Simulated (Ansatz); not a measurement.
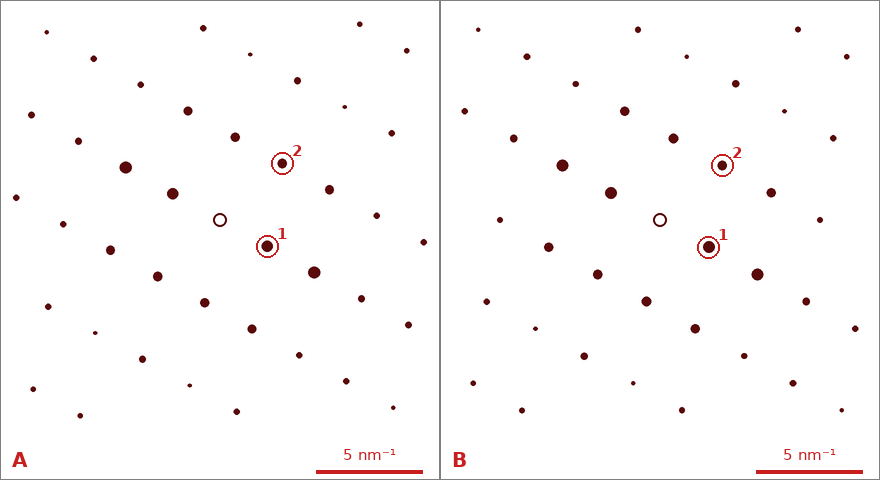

Kinematic electron diffraction patterns (120 kV, B = 0.5 Å², same scale) along [111] of the run's own cell, for the start and the end of one relaxation of B2Cl with Ansatz 0.2.0, DFT PBE, scalar-relativistic, plane waves, PAW. k mesh 8×8×14. The start is a generated model structure, and the relaxation ends in the nearest stationary point of its symmetry, not necessarily the ground state. Spot 1 is -1 1 0 and spot 2 is -1 0 1 in both.

Start structure:

```
CELL_PARAMETERS angstrom
5.53790 0.00000 0.00000
0.00000 5.53790 0.00000
0.00000 0.00000 2.81791
ATOMIC_POSITIONS crystal
B 0.26570 0.26570 0.00000
B 0.23430 0.76570 0.50000
B 0.73430 0.73430 0.00000
B 0.76570 0.23430 0.50000
Cl 0.00000 0.00000 0.00000
Cl 0.50000 0.50000 0.50000
```

### Which pattern belongs to the start structure, and which to the relaxed one?

A is the start: its cell gives d(1) = 3.916 Å, d(2) = 2.511 Å and an angle of 71.3°. B is the relaxed structure, with d(1) = 3.781 Å (-3.5 %), d(2) = 2.554 Å (+1.7 %) and 70.3°.

### What did the relaxation do to the structure and the energy?

The volume changed by -3.8 % to 13.85 Å³ an atom; with the mean shift removed, the atoms moved by up to 0.08 Å relative to the cell (B most); the space group stayed P4_2/mnm (No. 136); the free energy fell by 7.3 meV an atom. Relaxed cell: a = 5.346 Å, b = 5.346 Å, c = 2.907 Å, α = 90.00°, β = 90.00°, γ = 90.00°.
